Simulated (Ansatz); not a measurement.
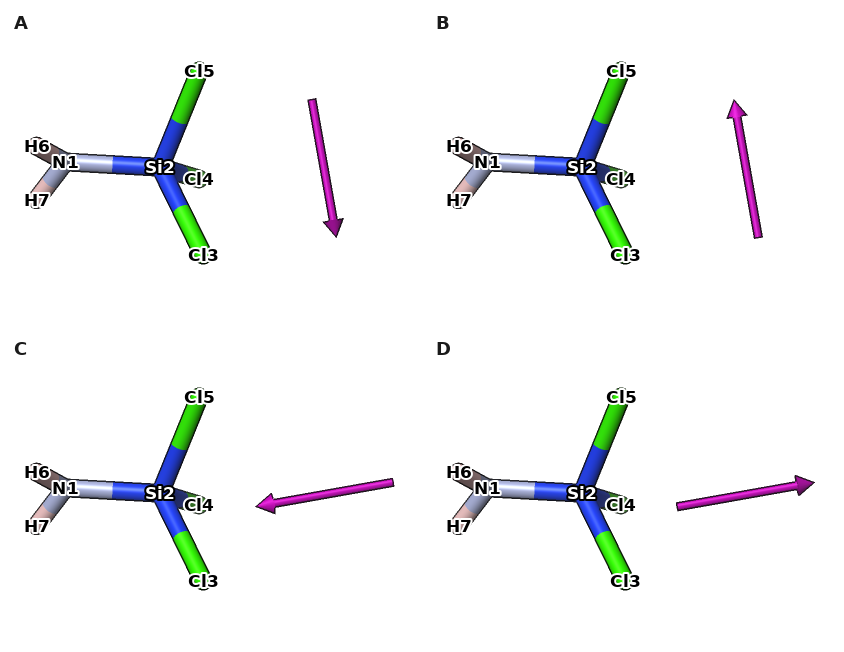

The same molecule four times, each with an arrow. The computed structure is the end point of a PBE-D4/def2-SVP optimisation. No frequency run is at hand to confirm it as a minimum. Properties computed with RKS PBE-D4/def2-SVP (Ansatz 0.2.0).

> Which arrow points along the dipole moment, from the negative to the positive end?

C. The dipole moment is 2.59 D; it points from the side of Cl4, Cl5 to the side of H6, H7 (the outermost atoms at the two ends).
